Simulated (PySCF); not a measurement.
**CH8B2N2Si (SMILES BN1BNC[SiH2]1): density, localisation and related maps**

```xyz
14

B     2.2976   -0.0878    0.3003
N     0.9006   -0.0857    0.1603
B     0.0027   -1.0544    0.7863
N    -1.3333   -0.8492    0.4920
C    -1.6960    0.2607   -0.3724
Si   -0.0106    1.0665   -0.7931
H     2.8217   -0.9051    0.9564
H     2.9243    0.7396   -0.2500
H     0.3765   -1.9216    1.4715
H    -2.1004   -1.4101    0.8275
H    -2.3797    0.9391    0.1482
H    -2.2294   -0.1050   -1.2558
H     0.3155    0.9802   -2.2212
H     0.1100    2.4323   -0.2721
```

Geometry: GFN2-xTB.

The calculation used PySCF, CAM-B3LYP/def2-SVPD, SCF density, gas phase.

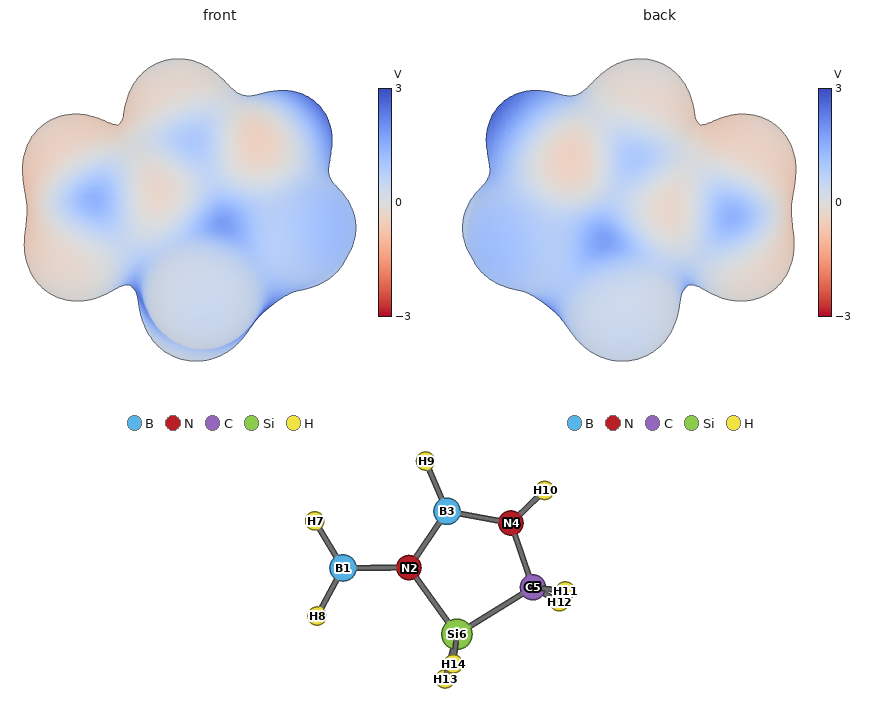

Figure 1. The molecular electrostatic potential painted on the density surface at 0.004 e/bohr³, seen from the front and from behind; red is negative and blue positive. The bare structure is drawn below in the same view.

Q: Where is the surface potential most negative and most positive?

A: The most negative region (about −0.5 V) lies over H7, the most positive (about +2.5 V) over Si6 and H10.

Q: What dipole moment does the calculation give?

A: Its dipole moment is 2.80 D.

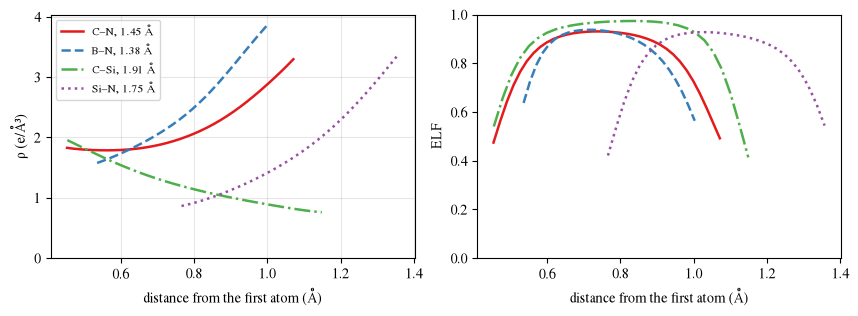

Figure 2. Total electron density and electron localisation function along straight lines between neighbouring atoms. The curves leave out the atomic cores.

Q: What can be read from the curves?

A: C–N (1.45 Å): ρ at the midpoint is about 1.9 e/Å³; the ELF peaks at about 0.95 between the atoms: a shared electron pair.
B–N (1.38 Å): ρ is about 2 e/Å³ halfway; the ELF peaks at about 0.95 between the atoms: a short, strongly polar bond.
C–Si (1.91 Å): ρ at the midpoint is about 0.94 e/Å³; the ELF peaks at about 1 between the atoms (localised, covalent bonding).
Si–N (1.75 Å): ρ at the midpoint is about 1.1 e/Å³; the ELF peaks at about 0.95 between the atoms, as expected for a shared but strongly polarised pair.
